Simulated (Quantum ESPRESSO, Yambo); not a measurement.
# PtS2 (1T monolayer): G0W0 with Yambo, start to end, part 2 of 2

Aim: the G0W0 gap of PtS2 (1T monolayer) on PBE, step by step.

Quantum ESPRESSO 7.5 and Yambo 5.3.0; PBE and many-body steps on it, plane waves. Known limits of the many-body steps: not at the basis limit; no spin polarisation; d states lean on the start; no spin-orbit coupling.

So far. Step 3 (Bands along the symmetry lines): The gap is 1.767 eV, as in the run before at this level. Step 4 (Empty states on the mesh, 6×6×1 mesh, 92 bands): On this mesh the gap is 2.039 eV. The earlier step found 1.767 eV, so this mesh misses an edge.

### 5. Conversion and set-up

This step: Yambo 5.3.0; conversion and set-up on PBE, plane waves, norm-conserving pseudopotentials.

The states are converted to the many-body program's format and the q mesh is built.

The run is started by

```
$ (cd o/x.save; p2y > p2y.log; mv SAVE ../..); yambo > setup.log
```

Output:

```text
 Yambo, version 5.3.0

 [02] CORE Variables Setup
 =========================

  [02.01] Unit cells
  ==================

  Cell kind             :  HCP
  Atoms in the cell     :  Pt  S
  number of Pt atoms    :  1
  number of S  atoms    :  2

  List of atomic masses
  Mass of Pt    :  195.0800
  Mass of S     :  32.06000

  List of atomic coordinates    : [cc]
  Pt1       :   0.00000   0.00000  14.17295  order 1
  S1       : -0.33765E-09   3.8988       16.493      order 2
  S2       :   3.37650   1.94942  11.85264  order 3

  Alat factors          :   6.75301   5.84827  28.34589 [a.u.]
  Direct lattice volume :   1119.48    [a.u.]
  Direct lattice vectors:  A[ 1 ]  A[ 2 ]  A[ 3 ]
   A[ 1 ]:  1.000000  0.000000  0.000000  [iru]
   6.753006  0.000000  0.000000  [cc]
   A[ 2 ]: -0.500000  1.000000  0.000000  [iru]
  -3.376503  5.848275  0.000000  [cc]
   A[ 3 ]:  0.000000  0.000000  1.000000  [iru]
    0.00000   0.00000  28.34589  [cc]

  Recip. lattice volume :  0.221577 [a.u.]
  Recip. lattice vectors:  B[ 1 ]  B[ 2 ]  B[ 3 ]
   B[ 1 ]:  1.000000  0.500000  0.000000  [iku]
   0.930428  0.537183 -0.000000  [cc]
   B[ 2 ]:  0.000000  1.000000  0.000000  [iku]
   0.000000  1.074366  0.000000  [cc]
   B[ 3 ]:  0.000000  0.000000  1.000000  [iku]
   0.000000 -0.000000  0.221661  [cc]

  [02.02] Symmetries
  ==================

  Inversion symmetry    : yes
  Spatial inversion     : yes
  Inversion index       :   7
  K-space Time-reversal : no
  Magnetic symmetries   : no
  Group table correct   : yes
  Symmetries units      :  [cc]

   [S  1]:   1.0000       0.0000       0.0000      0.25178E-16   1.0000       0.0000       0.0000       0.0000       1.0000
   [S  2]:   1.0000       0.0000       0.0000      0.25178E-16  -1.0000       0.0000       0.0000       0.0000      -1.0000
   [S  3]: -0.500000  0.866025  0.000000 -0.866025 -0.500000  0.000000  0.000000  0.000000  1.000000
[...]
[S 11]:  0.500000  0.866025  0.000000  0.866025 -0.500000  0.000000  0.000000  0.000000  1.000000
   [S 12]:  0.500000 -0.866025  0.000000 -0.866025 -0.500000  0.000000  0.000000  0.000000  1.000000

  [02.03] Reciprocal space
  ========================

  nG shells         :   4653
  nG charge         :  100255
  nG WFs            :  15311
  nC WFs            :  12619
  G-vecs. in first 80 shells:  [ Number ]
     1    3    5    7    9   15   27   29   41
    53   55   67   79   81   93   95  101  113
   125  137  149  151  163  175  181  193  205
[...]
787   811   823   835   837   849   861   885
  ...
  Shell energy in first 80 shells:  [ mHa ]
[...]
4703.98      4728.93      4765.21      4815.10      4924.32      5194.18      5218.74      5243.69      5269.02
    5281.11      5292.44      5392.23      5415.28      5527.54      5587.25      5612.19      5808.35      5846.15
[...]
K/Q-points units:
  rlu = crystal or reduced units; cc = cartesian coordinates; iku = interal k-units

  K [1]          [rlu]:  0.000000  0.000000  0.000000
         WF components:  12619
  K [2]          [rlu]:  0.000000  0.166667  0.000000
         WF components:  12560
  K [3]          [rlu]:  0.000000  0.333333  0.000000
         WF components:  12540
  K [4]          [rlu]:  0.000000 -0.500000  0.000000
         WF components:  12518
  K [5]          [rlu]:  0.166667  0.166667  0.000000
         WF components:  12521
  K [6]          [rlu]:  0.166667  0.333333  0.000000
         WF components:  12506
  K [7]          [rlu]:  0.333333  0.333333  0.000000
         WF components:  12492

  [02.05] Energies & Occupations
  ==============================

  [X] === General ===
  [X] Electronic Temperature                        :  0.000000  0.000000 [eV K]
  [X] Bosonic    Temperature                        :  0.000000  0.000000 [eV K]
  [X] Finite Temperature mode                       : no
  [X] El. density                                   :  0.18084E+24 [cm-3]
  [X] Fermi Level                                   : -0.891573 [eV]

  [X] === Gaps and Widths ===
  [X] Conduction Band Min                           :  2.039184 [eV]
  [X] Valence Band Max                              :  0.000000 [eV]
  [X] Filled Bands                                  :  15
  [X] Empty Bands                                   :   16   92
  [X] Direct Gap                                    :  2.064822 [eV]
  [X] Direct Gap localized at k                     :  2
  [X] Indirect Gap                                  :  2.039184 [eV]
  [X] Indirect Gap between kpts                     :   5   2
  [X] Last valence band width                       :  1.366419 [eV]
  [X] 1st conduction band width                     :  1.156560 [eV]

  E @ K [1]:  [eV]
  -98.63536 -52.78141 -52.78141 -52.67634 -13.98564 -11.76250  -5.52509  -5.52509
[...]
occ @ K [1]
[...]
E @ K [2]:  [eV]
[...]
occ @ K [2]
[...]
E @ K [3]:  [eV]
[...]
occ @ K [3]
[...]
E @ K [4]:  [eV]
[...]
occ @ K [4]
[...]
E @ K [5]:  [eV]
[...]
occ @ K [5]
[...]
E @ K [6]:  [eV]
[...]
occ @ K [6]
[...]
E @ K [7]:  [eV]
[...]
occ @ K [7]
[...]
0.000000  0.000000  0.000000  0.000000  0.000000  0.000000  0.000000  0.000000
   0.000000  0.000000  0.000000  0.000000  0.000000  0.000000  0.000000  0.000000

 [03] Transferred momenta grid and indexing
 ==========================================

 IBZ Q-points                                      :   7
 BZ  Q-points                                      :   36

 K/Q-points units:
 rlu = crystal or reduced units; cc = cartesian coordinates; iku = interal k-units

 Q [1]          [rlu]:  0.000000  0.000000  0.000000
 Q [2]          [rlu]:  0.48455E-17  0.16667       0.0000
 Q [3]          [rlu]:  0.96910E-17  0.33333       0.0000
 Q [4]          [rlu]: -0.14536E-16 -0.50000       0.0000
 Q [5]          [rlu]:  0.166667  0.166667  0.000000
 Q [6]          [rlu]:  0.166667  0.333333  0.000000
 Q [7]          [rlu]:  0.333333  0.333333  0.000000

  [03.01] X indexes
  =================

   [03.01.01] Sigma indexes
   ========================

 [06] Game Over & Game summary
```

The job ended after 2.9 s (1 MPI rank of Arm Neoverse V1, shared host; peak memory 0.25 GiB).

### 6. Screening and self-energy, 6×6×1 mesh, 92 bands, screening to 129.3 eV

Now the one-shot GW correction: screening in the RPA, then the self-energy of the levels asked for.

This step: G0W0 on PBE, plane waves, norm-conserving pseudopotentials.

File gw1.in:

```
HF_and_locXC
gw0
dyson
ppa
em1d
rim_cut
rim_w
RandQpts= 3000000
RandGvec= 100 RL
CUTGeo= "slab z"
RandGvecW= 9 RL
EXXRLvcs= 76 Ry
VXCRLvcs= 304 Ry
Chimod= "HARTREE"
% BndsRnXp
 1 | 92 |
%
NGsBlkXp= 9.5 Ry
% LongDrXp
 1 | 1 | 0 |
%
% GbndRnge
 1 | 92 |
%
DysSolver= "n"
ExtendOut
PPAPntXp= 27.21138 eV
% QPkrange
 1 | 7 | 10 | 17 |
%
```

The run is started by

```
$ OMP_NUM_THREADS=1 mpirun -n 4 yambo -F gw1.in -J gw1 -C gw1 > gw1.log
```

Output:

```text
 Yambo, version 5.3.0

 [02] CORE Variables Setup
 =========================

  [... cell, symmetries and grids as in the set-up ...]

  [02.05] Energies & Occupations
  ==============================

  [X] === General ===
  [X] Electronic Temperature                        :  0.000000  0.000000 [eV K]
  [X] Bosonic    Temperature                        :  0.000000  0.000000 [eV K]
  [X] Finite Temperature mode                       : no
  [X] El. density                                   :  0.18084E+24 [cm-3]
  [X] Fermi Level                                   : -0.891573 [eV]

  [X] === Gaps and Widths ===
  [X] Conduction Band Min                           :  2.039184 [eV]
  [X] Valence Band Max                              :  0.000000 [eV]
  [X] Filled Bands                                  :  15
  [X] Empty Bands                                   :   16   92
  [X] Direct Gap                                    :  2.064822 [eV]
  [X] Direct Gap localized at k                     :  2
  [X] Indirect Gap                                  :  2.039184 [eV]
  [X] Indirect Gap between kpts                     :   5   2
  [X] Last valence band width                       :  1.366419 [eV]
  [X] 1st conduction band width                     :  1.156560 [eV]

 [03] Transferred momenta grid and indexing
 ==========================================

 IBZ Q-points                                      :   7
 BZ  Q-points                                      :   36

 K/Q-points units:
 rlu = crystal or reduced units; cc = cartesian coordinates; iku = interal k-units

 Q [1]          [rlu]:  0.000000  0.000000  0.000000
 Q [2]          [rlu]:  0.48455E-17  0.16667       0.0000
 Q [3]          [rlu]:  0.96910E-17  0.33333       0.0000
 Q [4]          [rlu]: -0.14536E-16 -0.50000       0.0000
 Q [5]          [rlu]:  0.166667  0.166667  0.000000
 Q [6]          [rlu]:  0.166667  0.333333  0.000000
 Q [7]          [rlu]:  0.333333  0.333333  0.000000

 [04] Coloumb potential Random Integration (RIM)
 ===============================================

 Performing RIM of v_slab

  [04.01] RIM initialization
  ==========================

  * Diagonal components only detected *

  8 x (sBL volume)        :  0.049239 [a.u.]
  sBZ random points       :  3000000
  Points outside the sBZ  :  24001124
  RL volume               :  0.221577 [a.u.]
  Integrated volume       :  0.221567 [a.u.]

  [04.02] RIM integrals
  =====================

  Gamma point sphere radius             :  0.042044 [a.u.]
  Points outside the sphere             :  2398760
  [Int_sBZ(q=0) 1/q^2]*(Vol_sBZ)^(-1/3) =:  7.537039
                                 should be <:  7.795600

  Summary of Coulomb integrals for non-metallic bands |Q|[au] RIM/Bare

  Q [1] 0.100000E-4 0.966832 * Q [2] 0.179061 1.019959
  Q [5] 0.310143 1.030508 * Q [3] 0.358122 1.026927
  Q [6] 0.473751 1.018421 * Q [4] 0.537183 1.015215
  Q [7] 0.620285 1.011349
  Non-periodic chartesian directions : none
  Optical renormalization            :  28.34589 [au]
  Polarizability dimension           : length

 [05] Coloumb potential CutOffslab
 =================================

 Cut directionsZ
 Slab Cutoff:Z
 Symmetry test passed : yes

 [06] Dipoles
 ============

  [06.01] Setup: observables and procedures
  =========================================

  [WARNING] [x,Vnl] slows the Dipoles computation. To neglect it rename the ns.kb_pp file

 [07] Dynamic Dielectric Matrix (PPA)
 ====================================

 [WR./gw1//ndb.pp]---------------------------------------------------------------
  Brillouin Zone Q/K grids (IBZ/BZ)                :    7   36    7   36
  RL vectors                                       :  15319 [WF]
  Coulomb cutoff potential                         : slab z
  Electronic Temperature                           :  0.000000 [K]
  Bosonic    Temperature                           :  0.000000 [K]
  PPA    diel. fun.  energies                      : Perdew, Burke & Ernzerhof(X)+Perdew, Burke & Ernzerhof(C)
  wavefunctions                                    : Perdew, Burke & Ernzerhof(X)+Perdew, Burke & Ernzerhof(C)
  Global Gauge                                     : length
  X matrix size                                    :   617
  X band range                                     :    1   92
  X e/h energy range                               : -1.000000 -1.000000 [eV]
  X Time ordering                                  : R
  X Hxc Kernel                                     : HARTREE
  X Drude frequency                                :  0.000000  0.000000
  X poles                                          :  100.0000 [o/o]
  RL vectors in the sum                            :  15319
  [r,Vnl] included                                 : yes
  Field direction                                  :  0.707107E-5  0.707107E-5   0.00000
  BZ energy Double Grid                            : no
  BZ energy DbGd points                            : 0
  BZ Q point size factor                           : -1.000000
  X Optical Averaged directions                    : none

 [08] Local Exchange-Correlation + Non-Local Fock
 ================================================

 [VXC] Plane waves :  100255
 [EXS] Plane waves :  12631

 QP @ state[ 1 ] K range:   1   7
 QP @ state[ 1 ] b range:  10  17

 [xc] Functional : Perdew, Burke & Ernzerhof(X)+Perdew, Burke & Ernzerhof(C)
 [xc] LIBXC used to calculate xc functional
  PP Number of Atomic Species                      :  2
  NLCC RL compoments                               :  100255
  PP Number of Atomic Species                      :  2
  NLCC RL compoments                               :  100255

 [xc] E_xc :  -16.11412 [Ha]
      E_xc :  -32.22824 [Ry]

  Local XC kind (lXC) : Perdew, Burke & Ernzerhof(X)+Perdew, Burke & Ernzerhof(C)
  Non-Local XC kind (nlXC) : Hartree-Fock

  Corrections @ K [1] :  [eV]
 <10|nlXC|10> = -24.88493 -0.11050E-16 <10|lXC|10> = -20.08873  0.18882E-15
 <11|nlXC|11> = -24.88490 -0.19901E-17 <11|lXC|11> = -20.08869  0.000000
 <12|nlXC|12> = -21.37041  0.11666E-18 <12|lXC|12> = -17.55065 -0.37763E-15
 <13|nlXC|13> = -14.70495 -0.33936E-17 <13|lXC|13> = -12.20647  0.18882E-15
 <14|nlXC|14> = -15.91029  0.84063E-17 <14|lXC|14> = -13.81681  0.18882E-15
 <15|nlXC|15> = -15.91028  0.68783E-18 <15|lXC|15> = -13.81681 -0.18882E-15
 <16|nlXC|16> = -13.04572  0.35412E-17 <16|lXC|16> = -16.89908  0.000000
 <17|nlXC|17> = -13.04572  0.67983E-18 <17|lXC|17> = -16.89908 -0.26368E-16

  Corrections @ K [2] :  [eV]
 <10|nlXC|10> = -22.36156 -0.69969E-17 <10|lXC|10> = -17.87912  0.000000
 <11|nlXC|11> = -23.88328 -0.21896E-17 <11|lXC|11> = -19.08192  0.18882E-15
[...]
Corrections @ K [3] :  [eV]
[...]
Corrections @ K [4] :  [eV]
[...]
Corrections @ K [5] :  [eV]
[...]
Corrections @ K [6] :  [eV]
[...]
Corrections @ K [7] :  [eV]
[...]
<13|nlXC|13> = -15.72767 -0.33230E-17 <13|lXC|13> = -12.74623  0.47204E-16
 <14|nlXC|14> = -21.63485  0.71819E-17 <14|lXC|14> = -17.90055 -0.47204E-16
 <15|nlXC|15> = -21.63485  0.51701E-17 <15|lXC|15> = -17.90055 -0.14161E-15
 <16|nlXC|16> = -12.55116 -0.16037E-17 <16|lXC|16> = -16.32412 -0.82607E-16
 <17|nlXC|17> = -12.55116 -0.14721E-17 <17|lXC|17> = -16.32412  0.18882E-15

  [08.01] Hartree-Fock occupations report
  =======================================

  [Hartree-Fock] === General ===
  [Hartree-Fock] Electronic Temperature             :  0.000000  0.000000 [eV K]
  [Hartree-Fock] Bosonic    Temperature             :  0.000000  0.000000 [eV K]
  [Hartree-Fock] Finite Temperature mode            : no
  [Hartree-Fock] El. density                        :  0.18084E+24 [cm-3]
  [Hartree-Fock] Fermi Level                        : -0.891573 [eV]

  [Hartree-Fock] === Gaps and Widths ===
  [Hartree-Fock] Conduction Band Min                :  5.412243 [eV]
  [Hartree-Fock] Valence Band Max                   : -2.381945 [eV]
  [Hartree-Fock] Filled Bands                       :  15
  [Hartree-Fock] Empty Bands                        :   16   92
  [Hartree-Fock] Direct Gap                         :  8.263301 [eV]
  [Hartree-Fock] Direct Gap localized at k          :   5
  [Hartree-Fock] Indirect Gap                       :  7.794188 [eV]
  [Hartree-Fock] Indirect Gap between kpts          :  1  2
  [Hartree-Fock] Last valence band width            :  2.061270 [eV]
  [Hartree-Fock] 1st conduction band width          :  1.636858 [eV]

 [09] Dyson equation: Newton solver
 ==================================

  [09.01] RIM-W interpolation
  ===========================

  [WARNING] RIM-W works only for 2D semiconductors with slab cutoff
  Found compatible q grid: 2D
  q_min[ 1 ]:  0.16667      0.47076E-13   0.0000     [rlu]
   0.166667  0.083333  0.000000 [iku]
  q_min[ 2 ]:  0.48455E-17  0.16667       0.0000     [rlu]
   0.48455E-17  0.16667       0.0000     [iku]
  G-vectors :   9
  G-vectors loaded:   63
  Number of interpolated frequencies:  2

  Evaluating coefficients q = 0
  Evaluating coefficients q = 0

  [09.02] RIM-W integrals
  =======================

  8 x (sBL volume)        :  0.049239 [a.u.]
  sBZ random points       :  3000000
  Points outside the sBZ  :  24001124
  RL volume               :  0.221577 [a.u.]
  Integrated volume       :  0.221567 [a.u.]

  [09.03] RIM integrals
  =====================

  Comparison between head Wc = W - v averages: < Wc > [au] RIM-W/RIM

   < -Wc [Q = 1] > 0.356710E-1 0.438612E-4 * < -Wc [Q = 2] > 0.005431 0.005241
   < -Wc [Q = 3] > 0.971386E-3 0.951466E-3 * < -Wc [Q = 4] > 0.324571E-3 0.321016E-3
   < -Wc [Q = 5] > 0.001425 0.001391 * < -Wc [Q = 6] > 0.458049E-3 0.452373E-3
   < -Wc [Q = 7] > 0.211388E-3 0.209106E-3

  Comparison between head Wc = W - v averages: < Wc > [au] RIM-W/RIM

   < -Wc [G = 1,G`=0] > 0.356710E-1 0.438612E-4 * < -Wc [G = 2,G`=0] >-0.002268 0.000000
   < -Wc [G = 3,G`=0] >-0.002268 0.000000 * < -Wc [G = 4,G`=0] > 0.488478E-4  0.00000
   < -Wc [G = 5,G`=0] > 0.488045E-4  0.00000 * < -Wc [G = 6,G`=0] > 0.117119E-3  0.00000
   < -Wc [G = 7,G`=0] > 0.117158E-3  0.00000 * < -Wc [G = 8,G`=0] >-0.308846E-4  0.00000
   < -Wc [G = 9,G`=0] >-0.308858E-4  0.00000

 [10] G0W0 (W PPA)
 =================

 [  GW  ] Bands range     :    1   92
 [GW/PPA] G damping       :  0.100000 [eV]

 QP @ state[ 1 ] K range:   1   7
 QP @ state[ 1 ] b range:  10  17

  Sc/G bands                                       :    1   92
  Sc/G damping                                     :  0.100000 ev
  Sc bands terminator                              : no
  Sx RL components                                 :  12631

  QP @ state[ 1 ] K range                          :   1   7
  QP @ state[ 1 ] b range                          :  10  17
  GF energies kind                                 : Perdew, Burke & Ernzerhof(X)+Perdew, Burke & Ernzerhof(C)
  GF WF`s kind                                     : Perdew, Burke & Ernzerhof(X)+Perdew, Burke & Ernzerhof(C)
  Xs energies kind                                 : Perdew, Burke & Ernzerhof(X)+Perdew, Burke & Ernzerhof(C)
  Xs WF`s kind                                     : Perdew, Burke & Ernzerhof(X)+Perdew, Burke & Ernzerhof(C)

 [14] Game Over & Game summary
```

Wall time 14 min (4 MPI ranks); peak memory 2.7 GiB.

This step gave:

* G0W0 gap on the mesh: 3.297 eV
* starting gap on the mesh: 2.039 eV
* k of the valence top: 0, 0.1667, 0
* k of the conduction bottom: 0, 0.1667, 0
* least direct G0W0 gap on the computed points: 3.297 eV
* Z at the valence top: 0.7463
* Z at the conduction bottom: 0.7534

The gap on the mesh goes from 2.04 eV to 3.30 eV, a correction of +1.26 eV. The start differs from the 1.77 eV found before because the two sample other k points.

Limits: finite bands, cutoff and mesh; no spin polarisation; d states lean on the start; no spin-orbit coupling. v1 is the top filled band, c1 the lowest empty one. The levels before and after the correction (eV, zero at the valence-band top of each column):

```
           conduction bottom  valence top
Kohn-Sham               2.04         0.00
     G0W0               3.30         0.00
```

```
                    level  energy (eV)
Kohn-Sham  (0 0.167 0) v4       -1.710
Kohn-Sham  (0 0.167 0) v3       -0.257
Kohn-Sham  (0 0.167 0) v2       -0.225
Kohn-Sham  (0 0.167 0) v1       -0.026
Kohn-Sham  (0 0.167 0) c1        2.039
Kohn-Sham  (0 0.167 0) c2        2.864
     G0W0  (0 0.167 0) v4       -1.666
     G0W0  (0 0.167 0) v3       -0.555
     G0W0  (0 0.167 0) v2       -0.316
     G0W0  (0 0.167 0) v1        0.000
     G0W0  (0 0.167 0) c1        3.297
     G0W0  (0 0.167 0) c2        4.202
```

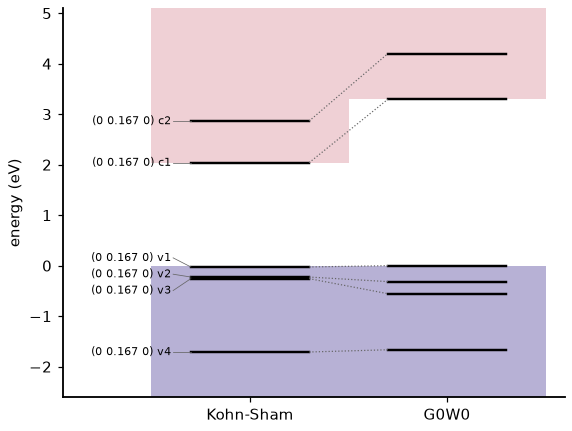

Levels before and after the correction. Shaded: valence and conduction bands.

### 7. Where the time went

Times are wall times on the hardware named with each run, good to a factor of about two.

```
                          step    time  share  memory (GiB)
                  ground state    26 s    3 %          0.59
bands along the symmetry lines    14 s    1 %          0.41
      empty states on the mesh    25 s    3 %          0.71
         conversion and set-up   2.9 s    0 %          0.25
     screening and self-energy  14 min   93 %           2.7
```

### 8. Results

```yaml
pbe_gap: 1.77 eV, indirect
g0w0_gap_on_the_mesh: 3.30 eV
g0w0_gap_over_the_zone_rigid_shift: 3.02 eV
gw_settings: 6×6×1 mesh, 92 bands, screening to 129.3 eV, Godby-Needs plasmon pole
known_limits: not at the basis limit; no spin polarisation; d states lean on the start; no spin-orbit coupling
```

What this shows: G0W0 moves the gap on the mesh from 2.04 eV to 3.30 eV (+1.26 eV), with Z of 0.75 and 0.75 at the edges. The mesh misses the band edges by 0.27 eV in all; a rigid shift gives 3.02 eV for the zone. The dearest step here is «screening and self-energy». Bands and cutoff are finite, so the gap is not at the basis limit. The miss can reach some tenths of an eV and take either sign; the mesh is an error of its own. A denser mesh or path gives a starting gap of 1.77 eV: the GW mesh misses a band edge, so its gaps are not the fundamental one. The runs have no spin polarisation. For a closed low-spin shell that is the natural state; where a d or f shell is open it is a constraint, and the gap is then not the crystal's own. With d states at the gap, one-shot GW leans hard on its start. The many-body steps are scalar-relativistic: spin-orbit coupling is not in them.

[Paths, hosts, dates, memory and timing lines, banners, echoed tables and standing remarks are left out of the program output.]

[Logs are printed without paths, hosts, clocks, repeated set-up lines and the standing remarks that a program may print on its own settings, such as how far it seeks lower states.]

[Runs of the session that timed out or met a known fault of the program may be left out.]

[Hosts, paths, dates, database ids (printed as entryN), source tags and the programs' standing remarks are cut or masked in the printed files.]
